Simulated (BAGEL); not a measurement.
# HF/3-21G (density fitting with qzvpp-jkfit) run of BGeH4F (SMILES F[BH][GeH3])

What is the vertical singlet–triplet gap of BGeH4F at HF/3-21G (density fitting with qzvpp-jkfit)? 

Program for the calculation: BAGEL 1.2.2.

3 further runs of the same task are left out: 3 that didn't finish. Runs told in other sessions of the task aren't counted.

**1. The molecule**

BGeH4F: 7 atoms, total charge 0, spin state singlet. As SMILES, `F[BH][GeH3]`. Geometry: relaxed at PBE0-D4/def2-TZVP.

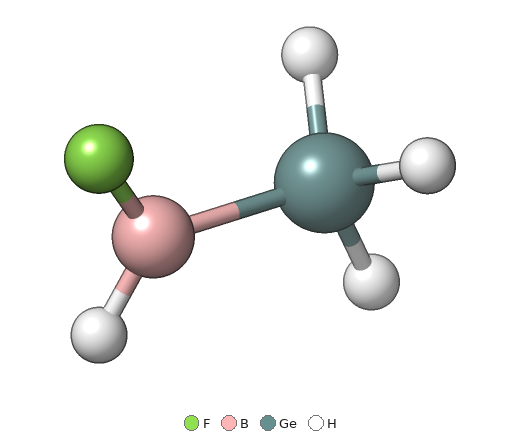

The structure, seen from a chosen angle (fluorine green, boron pink, germanium teal, hydrogen white).

**2. The energy at HF/3-21G (density fitting with qzvpp-jkfit)**

job.json

```json
{ "bagel" : [

{
  "title" : "molecule",
  "basis" : "3-21g",
  "df_basis" : "qzvpp-jkfit",
  "angstrom" : "true",
  "geometry" : [
    { "atom" : "F", "xyz" : [   -1.549700,   -1.445000,    0.521700 ] },
    { "atom" : "B", "xyz" : [   -0.299200,   -1.192600,    0.184900 ] },
    { "atom" : "Ge", "xyz" : [    0.266500,    0.782900,   -0.150800 ] },
    { "atom" : "H", "xyz" : [    0.433700,   -2.140500,    0.098300 ] },
    { "atom" : "H", "xyz" : [    1.736600,    0.890400,   -0.586300 ] },
    { "atom" : "H", "xyz" : [    0.083100,    1.616800,    1.130500 ] },
    { "atom" : "H", "xyz" : [   -0.609900,    1.420000,   -1.244100 ] }
  ]
},
{ "title" : "hf" },
{ "title" : "print", "file" : "orbitals.molden", "orbitals" : "true" }

]}
```

On the command line:

```
$ BAGEL_NUM_THREADS=1 BAGEL job.json > job.out
```

What it wrote:

```text
* using 1 threads per process

  ===============================================================
  ===============================================================

  *** Geometry ***

  { "atom" : "F", "xyz" : [     -2.928509,     -2.730654,      0.985870 ] },
  { "atom" : "B", "xyz" : [     -0.565406,     -2.253687,      0.349410 ] },
  { "atom" : "Ge", "xyz" : [      0.503612,      1.479467,     -0.284971 ] },
  { "atom" : "H", "xyz" : [      0.819574,     -4.044959,      0.185760 ] },
  { "atom" : "H", "xyz" : [      3.281698,      1.682612,     -1.107946 ] },
  { "atom" : "H", "xyz" : [      0.157036,      3.055309,      2.136335 ] },
  { "atom" : "H", "xyz" : [     -1.152544,      2.683411,     -2.351008 ] },

  Number of auxiliary basis functions:      490

  Since a DF basis is specified, we compute 2- and 3-index integrals:
    o Being stored without compression. Storage requirement is 0.009 GB

  Number of basis functions:       48
  Number of electrons      :       50

    * METHOD: MOLECULE                             0.19

  *** RHF ***

  === Nuclear Repulsion ===
   161.1065926368

      * DIIS with orbital gradients will be used.

  === RHF iteration (3-21g) ===
      0      -2191.03502052          0.02072485           0.04
      1      -2191.09804068          0.01275644           0.04
      2      -2191.12095530          0.00137220           0.04
      3      -2191.12166677          0.00014970           0.04
      4      -2191.12167818          0.00003202           0.04
      5      -2191.12167880          0.00000546           0.04
      6      -2191.12167882          0.00000123           0.04
      7      -2191.12167882          0.00000025           0.04
      8      -2191.12167882          0.00000006           0.04
      9      -2191.12167882          0.00000003           0.04
     10      -2191.12167882          0.00000001           0.04
    * SCF iteration converged.

    * Permanent dipole moment:
           (   -0.294509,     0.048427,     0.070588) a.u.

    * METHOD: HF                                   0.55

    * METHOD: PRINT                                0.01

  ===============================================================
```

Wall time 0.89 s (1 thread of Arm Neoverse V1, shared host).

**3. The triplet**

hf.json

```json
{ "bagel" : [

{
  "title" : "molecule",
  "basis" : "3-21g",
  "df_basis" : "qzvpp-jkfit",
  "angstrom" : "true",
  "geometry" : [
    { "atom" : "F", "xyz" : [   -1.549700,   -1.445000,    0.521700 ] },
    { "atom" : "B", "xyz" : [   -0.299200,   -1.192600,    0.184900 ] },
    { "atom" : "Ge", "xyz" : [    0.266500,    0.782900,   -0.150800 ] },
    { "atom" : "H", "xyz" : [    0.433700,   -2.140500,    0.098300 ] },
    { "atom" : "H", "xyz" : [    1.736600,    0.890400,   -0.586300 ] },
    { "atom" : "H", "xyz" : [    0.083100,    1.616800,    1.130500 ] },
    { "atom" : "H", "xyz" : [   -0.609900,    1.420000,   -1.244100 ] }
  ]
},
{
  "title" : "uhf",
  "nopen" : 2
},
{
  "title" : "print",
  "file" : "orbitals.molden",
  "orbitals" : "true"
}

]}
```

On the command line:

```
$ BAGEL_NUM_THREADS=1 BAGEL hf.json > hf.out
```

What it wrote:

```text
* using 1 threads per process

  ===============================================================
  ===============================================================

  *** Geometry ***

  { "atom" : "F", "xyz" : [     -2.928509,     -2.730654,      0.985870 ] },
  { "atom" : "B", "xyz" : [     -0.565406,     -2.253687,      0.349410 ] },
  { "atom" : "Ge", "xyz" : [      0.503612,      1.479467,     -0.284971 ] },
  { "atom" : "H", "xyz" : [      0.819574,     -4.044959,      0.185760 ] },
  { "atom" : "H", "xyz" : [      3.281698,      1.682612,     -1.107946 ] },
  { "atom" : "H", "xyz" : [      0.157036,      3.055309,      2.136335 ] },
  { "atom" : "H", "xyz" : [     -1.152544,      2.683411,     -2.351008 ] },

  Number of auxiliary basis functions:      490

  Since a DF basis is specified, we compute 2- and 3-index integrals:
    o Being stored without compression. Storage requirement is 0.009 GB

  Number of basis functions:       48
  Number of electrons      :       50

    * METHOD: MOLECULE                             0.18

  *** Open-shell HF ***

  === Nuclear Repulsion ===
   161.1065926368

      * DIIS with orbital gradients will be used.

  === UHF iteration (3-21g) ===
      0      -2190.85952674          0.04079298           0.07
      1      -2190.93203139          0.02579578           0.07
      2      -2190.95018819          0.01567081           0.07
      3      -2190.95940943          0.00120918           0.07
      4      -2190.95982949          0.00036375           0.07
      5      -2190.95989380          0.00017542           0.07
      6      -2190.95991390          0.00009365           0.07
      7      -2190.95992019          0.00004247           0.07
      8      -2190.95992127          0.00001755           0.07
      9      -2190.95992146          0.00000643           0.07
     10      -2190.95992148          0.00000276           0.07
     11      -2190.95992149          0.00000136           0.07
     12      -2190.95992149          0.00000063           0.07
     13      -2190.95992149          0.00000026           0.07
     14      -2190.95992149          0.00000010           0.07
     15      -2190.95992149          0.00000006           0.07
     16      -2190.95992149          0.00000002           0.07
     17      -2190.95992149          0.00000001           0.07
    * SCF iteration converged.

    * S^2 (UHF) is 2.0084

    * Permanent dipole moment:
           (   -0.679462,    -0.865434,     0.259150) a.u.

    * METHOD: UHF                                  1.43

    * METHOD: PRINT                                0.01

  ===============================================================
```

It took 1.8 s on 1 thread of Arm Neoverse V1, shared host.

**4. What came out**

At HF/3-21G (density fitting with qzvpp-jkfit):

```
                                        quantity           value
                           singlet: total energy  -2191.12168 Eh
                          singlet: dipole moment          0.78 D
                            singlet: HOMO energy       -11.06 eV
                            singlet: LUMO energy         2.12 eV
                          singlet: HOMO–LUMO gap        13.19 eV
                           triplet: total energy  -2190.95992 Eh
                          triplet: dipole moment          2.87 D
                                   triplet: ⟨S²⟩           2.008
vertical energy of the triplet above the singlet        4.402 eV
```

In words: At this shape the triplet lies 4.40 eV (425 kJ/mol) above the singlet.
